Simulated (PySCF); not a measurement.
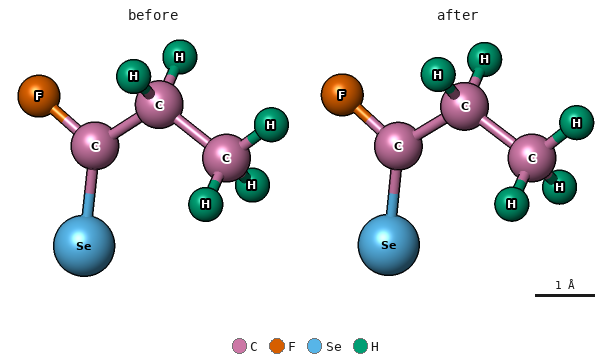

The structure of C3H5FSe before (left) and after (right) a relaxation, at one scale.

A ball-and-stick model, seen at a tilt.

The start comes from GFN2-xTB.

Method: PBE0-D3(BJ)/def2-SVP geometry optimisation, gas phase (PySCF 2.14.0, density-fitted response routines). 

### Summarise the run.

The largest move after the best rigid fit is that of the F atom, 0.13 Å. By element the largest moves are F 0.13 Å, Se 0.12 Å, H 0.07 Å, C 0.04 Å. Some distances before and after: C–F 1.341 → 1.326 Å, C–H 1.086 → 1.100 Å, C–C 1.519 → 1.513 Å, C–Se 1.748 → 1.753 Å. Among the angles between lasting bonds that change: C–C–C 113.6° → 116.6°. Over 6 geometry steps the energy falls by 0.038 eV. Largest force component: 0.78 eV/Å at the start, 0.014 eV/Å at the end. The run took roughly 30 core-seconds on a shared host.
